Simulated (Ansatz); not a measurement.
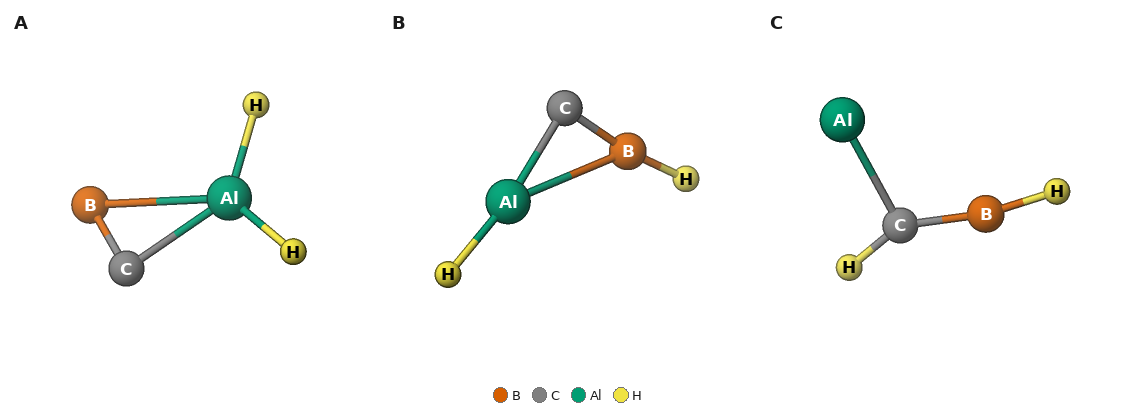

3 stationary structures of one formula. Geometries: PBE0-D4/def2-TZVP. Electronic energies: RHF-CCSD(T) (frozen core)/def2-TZVPP (Ansatz 0.2.0), without zero-point energy. No frequency run is at hand to confirm each as a minimum.

Which is lowest in energy, and by how much?

Answer. C is lowest (Cs); B lies 0.839 eV above it (Cs), A lies 3.888 eV above it (Cs).
